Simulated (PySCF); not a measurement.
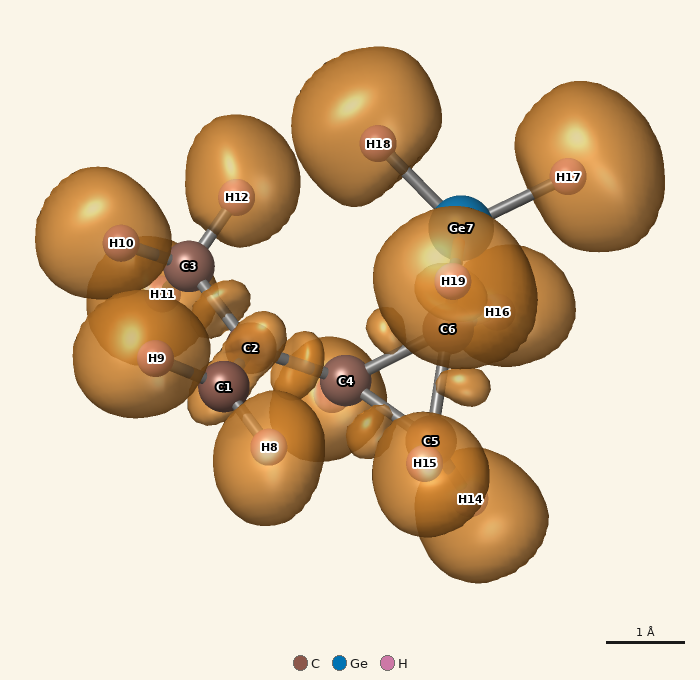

The picture shows: C6H12Ge. Isosurface of the ELF at 0.85 (orange), seen at a tilt. Only the valence region is drawn (cores and ρ < 0.01 e/Å³ removed).

Geometry: PBE0-D3(BJ)/def2-SVP.

Method: wB97X-D/def2-SVPD, SCF density, gas phase in PySCF.

The calculation's input:

```
{"job": {"kind": "uv", "xc": "wB97X-D", "basis": "def2-SVPD", "ip": true}, "charge": 0, "multiplicity": 1}
C     -1.045119     1.301902     0.781973
C     -0.888554     0.199458     0.039122
C     -1.733453    -0.082196    -1.167439
C      0.153561    -0.831266     0.313965
C      1.301752    -0.624301     1.243094
C      1.557535    -0.656127    -0.241382
Ge     2.072743     0.968845    -1.186688
H     -0.436983     1.487714     1.670260
H     -1.794198     2.055216     0.523807
H     -2.468540     0.713533    -1.350298
H     -2.276521    -1.034925    -1.048268
H     -1.103163    -0.189414    -2.065853
H     -0.226816    -1.858112     0.248462
H      1.629675    -1.477744     1.842688
H      1.393033     0.336544     1.757540
H      2.031598    -1.564046    -0.629306
H      3.455638     0.739944    -1.830928
H      1.070158     1.318878    -2.303497
H      2.172738     2.154971    -0.210627
```

Command:

```sh
OMP_NUM_THREADS=1 python probes_run.py task.json out
```

### Where are the electrons localised?

The ELF exceeds this value in six regions between bonded C–C atoms (shared pairs), twelve regions around hydrogen nuclei and one lobe of the valence shell of C pointing towards Ge (polar bonds). Along the contacts the grid gives the following. C–C (1.34 Å): the ELF peaks at about 0.90 between the atoms: a short, multiple covalent bond. C–Ge (1.95 Å): the ELF peaks at about 0.95 in the valence shell of C, 0.7 Å from its nucleus, and is about 0.70 at the midpoint.
